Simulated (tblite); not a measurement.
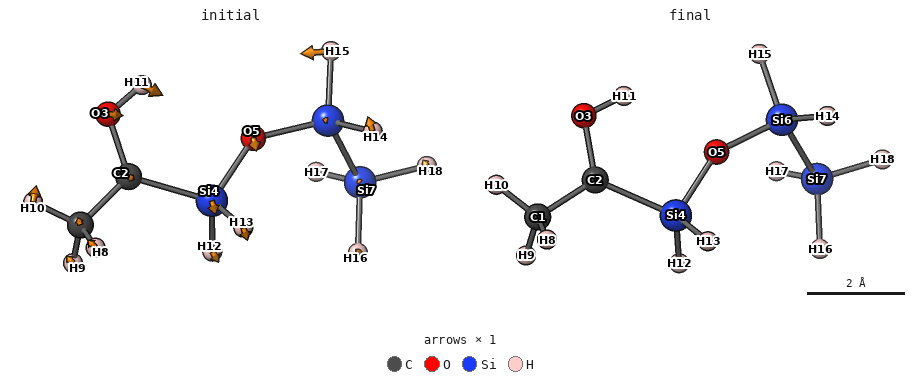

The structure of C2H11O2Si3 (multiplicity 2) before (left) and after (right) a relaxation, at one scale. The orange arrows give the displacements, at their true length.

Style: ball-and-stick. Shown at a tilt.

Theory: GFN2-xTB geometry optimisation, gas phase (tblite). 

Question: Summarise the run.

Answer: The energy falls by 0.248 eV in 70 geometry steps. H15 moves most after the best rigid fit: 0.66 Å. Largest moves by element: H 0.66 Å, O 0.34 Å, Si 0.32 Å, C 0.18 Å. Near-neighbour distances that change, for instance: Si7–H16 1.505 → 1.469 Å, O5–Si6 1.659 → 1.627 Å, Si4–H12 1.494 → 1.470 Å, Si6–Si7 2.320 → 2.299 Å. Among the angles between lasting bonds that change: Si4–O5–Si6 139.1° → 150.4°, C2–Si4–O5 110.2° → 101.0°, O5–Si6–H15 108.7° → 101.0°. Cost: 0.54 s on 1 thread of Arm Neoverse V2 (shared host).
